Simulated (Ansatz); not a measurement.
**Ir: response to strain**

Consider Ir in the fcc (Cu type) structure (space group Fm-3m, No. 225; relaxed with 0.1 eV smearing).

```yaml
crystal:
  lattice:
    - [0.00000, 1.90592, 1.90592]
    - [1.90592, 0.00000, 1.90592]
    - [1.90592, 1.90592, 0.00000]
  atoms:
    - { symbol: Ir, position: [0.00000, 0.00000, 0.00000] }
```

Cartesian axes are those of the cell as printed.

Strains are applied to the cell and any free atomic positions relax; under biaxial strain the out-of-plane vector relaxes too.

Computed with Ansatz (a quantum-chemistry and plane-wave program) LDA, no spin-orbit coupling.

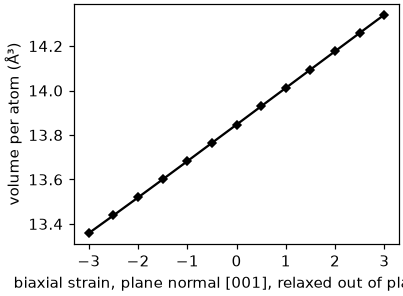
Volume per atom against biaxial strain, plane normal [001], relaxed out of plane

Q: From the plot, what is the volume per atom for biaxial strain +2.50 %, plane normal [001], relaxed out of plane?

A: About 14.26 Å³.

Q: Is the trend monotonic over the range shown?

A: Yes, it rises throughout, spanning 13.36 Å³ to 14.34 Å³.

Whether these cells are dynamically stable was not tested. All final runs are without spin polarisation.
